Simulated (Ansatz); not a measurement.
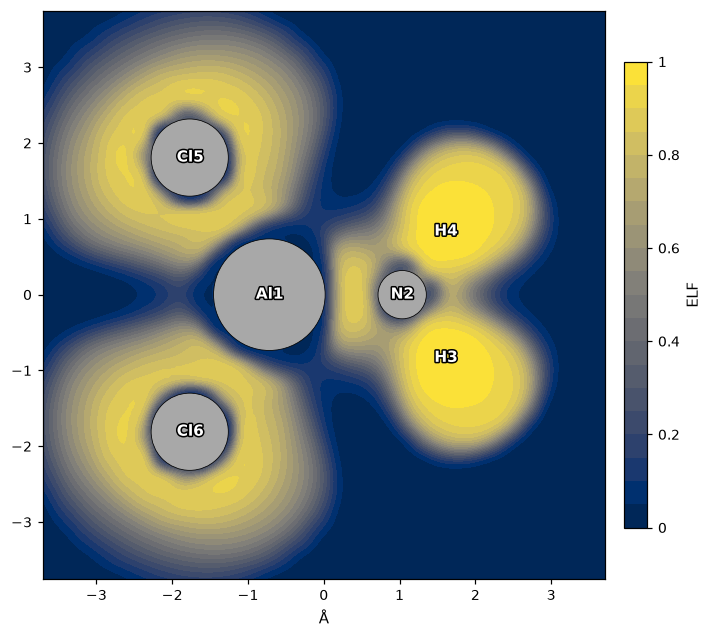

Figure. AlCl$_{2}$H$_{2}$N. ELF on the molecular plane. Grey discs cover the atomic cores.

Theory: Ansatz 0.2.0, RKS PBE0-D4/def2-SVP.

Input

```
crystal:
  periodic: [false, false, false]
  atoms:
    - { symbol: Al, position_ang: [0.0, 0.0, 0.0] }
    - { symbol: "N", position_ang: [0.0, 0.0, 1.92] }
    - { symbol: H, position_ang: [-0.877, -0.2713, 2.45] }
    - { symbol: H, position_ang: [0.877, 0.2713, 2.45] }
    - { symbol: Cl, position_ang: [1.9312, 0.0, -1.115] }
    - { symbol: Cl, position_ang: [-1.9312, 0.0, -1.115] }
basis:
  gaussian: { orbitals: def2-SVP }
hamiltonian:
  xc: pbe0
  dispersion: d4
relax:
  f_tol: 0.02
  max_steps: 40
output:
  orbitals: {}
```

Command:

```sh
ansatz run input.yaml --threads 1 --pin off --max-ram 2048MiB --backend cpu --events-out ev --progress --plain --runs-dir out
```

The fields are those of the run's last geometry, not of the input's.

What does the map show?

The plane passes through Al, N, H and Cl nuclei. Al–N (1.75 Å): the ELF peaks at about 0.90 in the valence shell of N, 0.6 Å from its nucleus, and is about 0.60 at the midpoint. Al–Cl (2.09 Å): the ELF peaks at about 0.90 in the valence shell of Cl, 0.9 Å from its nucleus, and is about 0.80 at the midpoint. N–H (1.01 Å): the ELF climbs to about 1 towards the hydrogen, as it does in any bond to H; an ordinary covalent bond to hydrogen. The ELF also peaks beside Cl6 and Cl5, away from the bonds: lone-pair regions.
